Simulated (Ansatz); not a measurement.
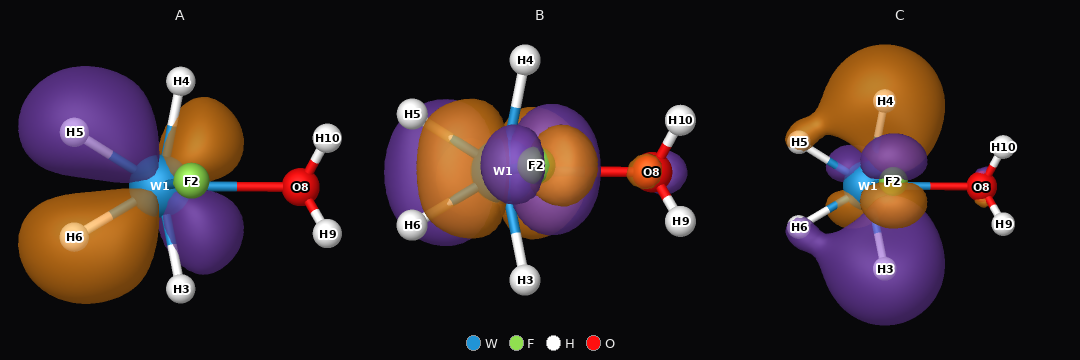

Figure. F2H6OW. Three frontier orbitals at ±0.1 Å⁻³ᐟ² (orange and purple are the two phases), in no order.

Core potentials replace the inner electrons of W.

Computed with RKS PBE/def2-SVP in Ansatz.

```yaml
atoms:
  - { symbol: W, position_ang: [0.0936, 0.0372, 0.0344] }
  - { symbol: F, position_ang: [-0.0969, -0.3128, 1.8805] }
  - { symbol: H, position_ang: [1.4014, -1.1021, 0.3664] }
  - { symbol: H, position_ang: [-0.9590, 1.3439, 0.5840] }
  - { symbol: H, position_ang: [-1.5509, -0.3304, -0.1938] }
  - { symbol: H, position_ang: [-0.3603, -1.5663, -0.3042] }
  - { symbol: F, position_ang: [0.5426, 0.6212, -1.6574] }
  - { symbol: O, position_ang: [1.7105, 1.5306, 0.7848] }
  - { symbol: H, position_ang: [2.4275, 1.0908, 1.2815] }
  - { symbol: H, position_ang: [1.3434, 2.2156, 1.3766] }
```

> Which picture is the HOMO−1, the HOMO and the LUMO?

A is the HOMO−1 (−7.55 eV). By Hirshfeld shares it lies mainly on W1 (about 55 %), H5 (about 20 %) and H6 (about 20 %). C is the HOMO (−6.00 eV). By Hirshfeld shares it lies mainly on W1 (about 25 %), H3 (about 25 %), H4 (about 25 %) and F2 (about 15 %). B is the LUMO (−3.77 eV). Its weight (Hirshfeld) is mainly on W1 (about 70 %), F2 (about 10 %) and F7 (about 10 %).

> What is the HOMO–LUMO gap?

2.23 eV between the orbital energies.
